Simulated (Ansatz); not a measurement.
# CH4Si (SMILES C[SiH]) at 6 levels

We compute a comparison of 6 runs (HF/STO-3G, B2PLYP/STO-3G, CAM-B3LYP/STO-3G, HSE06/STO-3G, UPBE0/STO-3G, CCSDT/STO-3G) of CH4Si. 

The calculation is run with Ansatz 0.2.0.

47 further runs of the same task are left out: 47 set aside as unsound or not needed.

## 1. The system as given

CH4Si: 6 atoms, total charge 0, spin state singlet. SMILES: `C[SiH]`. The H5–C1 distance was set to 2.196 Å, away from the relaxed value. At this shape a bond of the SMILES string is far longer than usual.

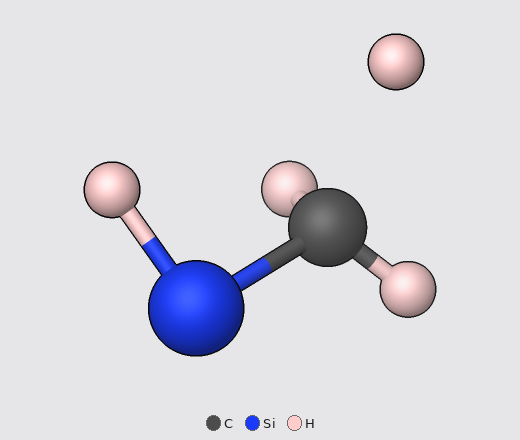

Viewed from a chosen angle; carbon dark grey, silicon blue, hydrogen pink.

## 2. A single-point energy at HF/STO-3G (run 1)

File run.yaml:

```yaml
crystal:
  periodic: [false, false, false]
  atoms:
    - {symbol: C, position_ang: [-0.163002, -1.114019, 0.430220]}
    - {symbol: Si, position_ang: [0.847798, -0.538219, 1.922820]}
    - {symbol: H, position_ang: [-1.226402, -1.158119, 0.698320]}
    - {symbol: H, position_ang: [0.145498, -2.083619, 0.037520]}
    - {symbol: H, position_ang: [-0.024000, 0.382000, -1.170800]}
    - {symbol: H, position_ang: [0.072698, 0.771981, 2.084520]}
basis:
  gaussian:
    orbitals: STO-3G
hamiltonian:
  xc: hf
accuracy: high
```

Run with:

```bash
ansatz run run.yaml --threads 1 --pin off --max-ram 2610MiB --events-out events.jsonl --progress --plain --runs-dir runs
```

Log:

```text
Warning: RAYON_NUM_THREADS=1 ignored (pool sized by the plan → 1); use --threads N
Functional definition: HF
  name "HF"
  exchange = exact_x
  correlation = 0
309 factors; integrals over basis functions are off by at most 1.2e-8 eV
mean field evaluation 1: about -8841.5518 eV, gradient 1.5e1 eV
mean field evaluation 2: about -8841.5946 eV, gradient 1.5e1 eV
mean field evaluation 4: about -8843.4242 eV, gradient 2.6e0 eV
mean field evaluation 8: about -8843.4916 eV, gradient 1.9e-4 eV
mean field evaluation 16: about -8828.1473 eV, gradient 4.7e1 eV
mean field -8843.48886743 eV, -324.9922215460 hartree, gradient 1.7e-8 eV, S^2 0.000000; 0 other end points of the search recorded, 0 dependent functions left out
reference -8843.48886743 eV, -324.9922215460 hartree; 12, 12 occupied and 6, 6 virtual orbitals, 309 factors
Total energy: -8843.48886743 eV, -324.9922215460 hartree
```

Wall time 0.08 s (1 thread of Arm Neoverse V2, shared host).

## 3. A single-point energy at B2PLYP/STO-3G (run 2)

File molecule.yaml:

```yaml
crystal:
  periodic: [false, false, false]
  atoms:
    - {symbol: C, position_ang: [-0.163002, -1.114019, 0.430220]}
    - {symbol: Si, position_ang: [0.847798, -0.538219, 1.922820]}
    - {symbol: H, position_ang: [-1.226402, -1.158119, 0.698320]}
    - {symbol: H, position_ang: [0.145498, -2.083619, 0.037520]}
    - {symbol: H, position_ang: [-0.024000, 0.382000, -1.170800]}
    - {symbol: H, position_ang: [0.072698, 0.771981, 2.084520]}
basis:
  gaussian:
    orbitals: STO-3G
total_charge: 0
hamiltonian:
  xc: {name: B2PLYP}
correlation:
  frozen_orbitals: {C: 1, H: 0, Si: 5}
accuracy: high
```

Run with:

```bash
ansatz run molecule.yaml --threads 1 --pin off --max-ram 2610MiB --events-out events.jsonl --progress --plain --runs-dir runs
```

Log:

```text
Warning: RAYON_NUM_THREADS=1 ignored (pool sized by the plan → 1); use --threads N
Functional definition: B2PLYP
  name "B2PLYP"
  parameter a = 0.53
  parameter c = 0.27
  exchange = (1 - a)*b88_x + a*exact_x
  correlation = (1 - c)*lyp_c + c*(mp2_os + mp2_ss)
309 factors; integrals over basis functions are off by at most 1.2e-8 eV
mean field evaluation 1: about -8858.4186 eV, gradient 1.6e1 eV
mean field evaluation 2: about -8858.4118 eV, gradient 1.6e1 eV
mean field evaluation 4: about -8860.1207 eV, gradient 5.6e0 eV
mean field evaluation 8: about -8860.2463 eV, gradient 4.0e-2 eV
mean field evaluation 16: about -8860.2463 eV, gradient 1.3e-6 eV
mean field -8860.24634930 eV, -325.6080476461 hartree, gradient 3.5e-8 eV, S^2 0.000000; 0 other end points of the search recorded, 0 dependent functions left out; unrestricted orbitals would lower it
6 core orbitals not correlated: weight in the atoms' cores, before any rotation towards them, 1.000 or more for the frozen orbitals, at most 0.000 for the correlated occupied ones
reference -8860.24636808 eV, -325.6080483361 hartree; 6, 6 occupied and 6, 6 virtual orbitals, 309 factors
second order -5.47444896 eV of doubles, -0.00000000 eV of singles
Total energy: -8861.72446929 eV, -325.6623675540 hartree
```

Wall time 1.4 s (1 thread of Arm Neoverse V2, shared host); peak memory 0.095 GiB.

## 4. A single-point energy at CAM-B3LYP/STO-3G (run 3)

File in.yaml:

```yaml
crystal:
  periodic: [false, false, false]
  atoms:
    - {symbol: C, position_ang: [-0.163002, -1.114019, 0.430220]}
    - {symbol: Si, position_ang: [0.847798, -0.538219, 1.922820]}
    - {symbol: H, position_ang: [-1.226402, -1.158119, 0.698320]}
    - {symbol: H, position_ang: [0.145498, -2.083619, 0.037520]}
    - {symbol: H, position_ang: [-0.024000, 0.382000, -1.170800]}
    - {symbol: H, position_ang: [0.072698, 0.771981, 2.084520]}
basis:
  gaussian:
    orbitals: STO-3G
hamiltonian:
  xc: {name: CAM-B3LYP}
accuracy: high
```

Run with:

```bash
ansatz run in.yaml --threads 1 --pin off --max-ram 2610MiB --events-out events.jsonl --progress --plain --runs-dir runs
```

Log:

```text
Warning: RAYON_NUM_THREADS=1 ignored (pool sized by the plan → 1); use --threads N
Functional definition: CAM-B3LYP
  name "CAM-B3LYP"
  parameter alpha = 0.19
  parameter beta = 0.46
  parameter omega = 0.33/bohr
  parameter ac = 0.81
  exchange = (1 - alpha - beta)*b88_x + beta*b88_x_sr(omega) + alpha*exact_x + beta*exact_x_lr(omega)
  correlation = (1 - ac)*vwn5_c + ac*lyp_c
309 factors; integrals over basis functions are off by at most 1.2e-8 eV
155 factors; integrals over basis functions are off by at most 1.4e-9 eV
mean field evaluation 1: about -8864.2297 eV, gradient 1.6e1 eV
mean field evaluation 2: about -8863.6044 eV, gradient 1.8e1 eV
mean field evaluation 4: about -8866.0737 eV, gradient 9.3e-1 eV
mean field evaluation 8: about -8866.0259 eV, gradient 2.7e-2 eV
mean field evaluation 16: about -8866.0259 eV, gradient 3.4e-7 eV
mean field -8866.02588757 eV, -325.8204417598 hartree, gradient 1.7e-8 eV, S^2 0.000000; 0 other end points of the search recorded, 0 dependent functions left out
reference -8866.02590179 eV, -325.8204422824 hartree; 12, 12 occupied and 6, 6 virtual orbitals, 309 factors
Total energy: -8866.02590179 eV, -325.8204422824 hartree
```

Wall time 1.1 s (1 thread of Arm Neoverse V2, shared host); peak memory 0.092 GiB.

Runs 4 to 5 aren't shown in full; the table further down has their settings and results.

## 5. A single-point energy at CCSDT/STO-3G (run 6)

run.yaml, as its differences from that of step 2:

```diff
@@ -10,6 +10,5 @@
 basis:
-  gaussian:
-    orbitals: STO-3G
-hamiltonian:
-  xc: hf
+  gaussian: {orbitals: STO-3G}
 accuracy: high
+scf: {omitted_lower_state_checks: [cluster_reference, increment]}
+correlation: {method: ccsdt, frozen_orbitals: {C: 1, H: 0, Si: 5}}
```

Run with:

```bash
ansatz run run.yaml --threads 1 --pin off --max-ram 2610MiB --events-out events.jsonl --progress --plain --runs-dir runs
```

Log:

```text
Warning: RAYON_NUM_THREADS=1 ignored (pool sized by the plan → 1); use --threads N
[... 4 set-up lines as earlier in the session ...]
these checks for a lower state are left out or cut short: cluster_reference, increment
309 factors; integrals over basis functions are off by at most 1.2e-8 eV
mean field evaluation 1: about -8841.5518 eV, gradient 1.5e1 eV
mean field evaluation 2: about -8841.5946 eV, gradient 1.5e1 eV
mean field evaluation 4: about -8843.4242 eV, gradient 2.6e0 eV
mean field evaluation 8: about -8843.4916 eV, gradient 1.9e-4 eV
mean field evaluation 16: about -8838.3919 eV, gradient 8.3e0 eV
mean field -8843.48886743 eV, -324.9922215460 hartree, gradient 1.7e-8 eV, S^2 0.000000; 1 other end points of the search recorded, 0 dependent functions left out; unrestricted orbitals would lower it
6 core orbitals not correlated: weight in the atoms' cores, before any rotation towards them, 1.000 or more for the frozen orbitals, at most 0.000 for the correlated occupied ones
reference -8843.48886743 eV, -324.9922215460 hartree; 6, 6 occupied and 6, 6 virtual orbitals, 309 factors
second order -3.95667246 eV of doubles, -0.00000000 eV of singles
cycle   1  -4.99059223 eV  change    -1.0e0 eV  update   1.5e-1
cycle   2  -5.87091829 eV  change   -8.8e-1 eV  update   7.9e-2
cycle   3  -6.00787620 eV  change   -1.4e-1 eV  update   2.8e-2
cycle   4  -6.00065773 eV  change    7.2e-3 eV  update   1.3e-2
cycle   5  -6.01995127 eV  change   -1.9e-2 eV  update   1.1e-2
cycle   6  -6.05909574 eV  change   -3.9e-2 eV  update   8.0e-3
cycle   7  -6.04590079 eV  change    1.3e-2 eV  update   5.5e-3
cycle   8  -6.05228370 eV  change   -6.4e-3 eV  update   2.7e-3
cycle   9  -6.06037690 eV  change   -8.1e-3 eV  update   1.3e-3
cycle  10  -6.05773238 eV  change    2.6e-3 eV  update   5.8e-4
cycle  11  -6.05823823 eV  change   -5.1e-4 eV  update   2.5e-4
cycle  12  -6.05857971 eV  change   -3.4e-4 eV  update   1.1e-4
cycle  13  -6.05874101 eV  change   -1.6e-4 eV  update   4.7e-5
cycle  14  -6.05876481 eV  change   -2.4e-5 eV  update   2.2e-5
cycle  15  -6.05873988 eV  change    2.5e-5 eV  update   1.1e-5
cycle  16  -6.05873677 eV  change    3.1e-6 eV  update   5.5e-6
cycle  17  -6.05874378 eV  change   -7.0e-6 eV  update   2.7e-6
cycle  18  -6.05874545 eV  change   -1.7e-6 eV  update   1.1e-6
cycle  19  -6.05874624 eV  change   -7.9e-7 eV  update   5.6e-7
cycle  20  -6.05874707 eV  change   -8.3e-7 eV  update   3.0e-7
cycle  21  -6.05874670 eV  change    3.7e-7 eV  update   1.7e-7
cycle  22  -6.05874665 eV  change    5.6e-8 eV  update   1.0e-7
cycle  23  -6.05874668 eV  change   -3.1e-8 eV  update   6.0e-8
cycle  24  -6.05874319 eV  change    3.5e-6 eV  update   6.6e-7
cycle  25  -6.05874172 eV  change    1.5e-6 eV  update   2.8e-7
cycle  26  -6.05874108 eV  change    6.4e-7 eV  update   1.4e-7
cycle  27  -6.05874061 eV  change    4.7e-7 eV  update   1.0e-7
cycle  28  -6.05874083 eV  change   -2.1e-7 eV  update   6.9e-8
cycle  29  -6.05874086 eV  change   -3.5e-8 eV  update   3.4e-8
cycle  30  -6.05874082 eV  change    4.6e-8 eV  update   1.8e-8
cycle  31  -6.05874078 eV  change    3.2e-8 eV  update   1.1e-8
cycle  32  -6.05874077 eV  change    1.1e-8 eV  update   4.6e-9
cycle  33  -6.05874077 eV  change    1.4e-9 eV  update   1.9e-9
cycle  34  -6.05874077 eV  change  -8.1e-10 eV  update  8.3e-10
cycle  35  -6.05874077 eV  change  -5.1e-10 eV  update  3.4e-10
Total energy: -8849.54760820 eV, -325.2148761627 hartree
Checks for a lower state left out: cluster_reference, increment
```

Wall time 0.24 s (1 thread of Arm Neoverse V2, shared host).

## 6. The series

| run | level | frozen core orbitals | energy (Eh) | wall time |
| --- | --- | --- | --- | --- |
| 1 | HF/STO-3G | – | -324.992222 | 0.08 s |
| 2 | B2PLYP/STO-3G | 6 | -325.662368 | 1.4 s |
| 3 | CAM-B3LYP/STO-3G | – | -325.820442 | 1.1 s |
| 4 | HSE06/STO-3G | – | -325.699101 | 1.1 s |
| 5 | UPBE0/STO-3G | – | -325.728740 | 4.5 s |
| 6 | CCSDT/STO-3G | 6 | -325.214876 | 0.24 s |

## 7. Outcome

| quantity | value |
| --- | --- |
| run 6: total energy | -325.21488 Eh |
| run 6: correlation energy (6 core orbitals frozen) | -222.7 mEh |
| run 6: T1 diagnostic | 0.018 |

In words: Totals of different functionals can't be ranked against each other. In runs 2, 6 the log says that unrestricted orbitals would lower the reference, so the values rest on an unstable closed-shell determinant (other closed-shell runs at this shape may share the fault). In runs 1, 2, 3, 4, 5, 6 the basis is minimal, so the values are rough. In runs 1, 2, 3, 4 a closed-shell determinant meets a far-stretched bond, which it describes badly. Spin contamination of the reference: run 5 ⟨S²⟩ = 0.81. Where it is this large, the reference is a mixture of spin states, and values that rest on it are in doubt. All runs together took 8.4 s, the longest 4.5 s.
